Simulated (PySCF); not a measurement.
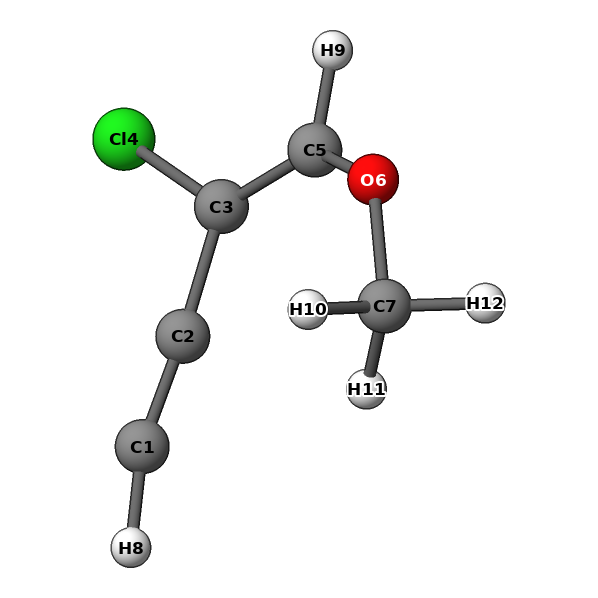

The questions are on isotropic NMR shieldings of the C atoms. Geometry: a frame of a GFN2-xTB molecular-dynamics simulation, not a minimum. Level of theory: GIAO PBE0/pcSseg-1 NMR shielding, non-relativistic, gas phase (PySCF 2.14.0).

**Which C atom is the most shielded (lowest chemical shift)?**

C7 (121.4 ppm).

**Which C atom is the least shielded (highest chemical shift)?**

C5 (28.0 ppm).

**How wide is the range of C shifts?**

93.4 ppm.

Give the isotropic NMR shieldings of the C atoms atom by atom.

```
atom  σ (ppm)
  C1     91.5
  C2     96.9
  C3     79.1
  C5     28.0
  C7    121.4
```
